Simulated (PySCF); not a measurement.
SMILES c1sc(-c2[se]ccc2)nc1, GFN2-xTB optimised geometry. Atoms within 1.6 Å of the plane z = 1.5 Å (x, y, z in Å): C1 (-0.21, -2.99, 0.00), C2 (1.15, -2.99, 0.00), Se3 (1.87, -1.28, 0.00), C4 (0.10, -0.68, 0.00), C5 (-0.13, 0.72, 0.00), N6 (0.84, 1.58, 0.00), C7 (0.40, 2.85, 0.00), C8 (-0.95, 3.00, 0.00), S9 (-1.72, 1.46, 0.00), C10 (-0.80, -1.71, 0.00), H11 (-0.80, -3.90, 0.00), H12 (1.78, -3.86, 0.00), H13 (1.11, 3.66, 0.00), H14 (-1.54, 3.90, 0.00), H15 (-1.87, -1.55, 0.00).

Computed with PySCF with B3LYP/def2-TZVP.

Map of the log10 of the electron density (e/bohr³), floored at −4 on the plane z = 1.5 Å:

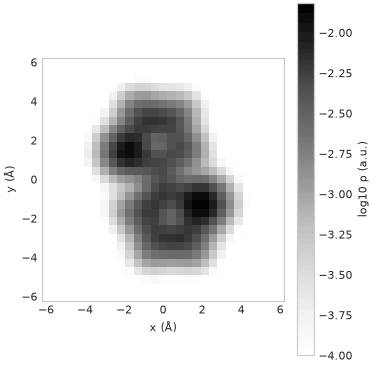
Fig. 1. Log10 of the electron density (e/bohr³), floored at −4 on the plane z = 1.5 Å.
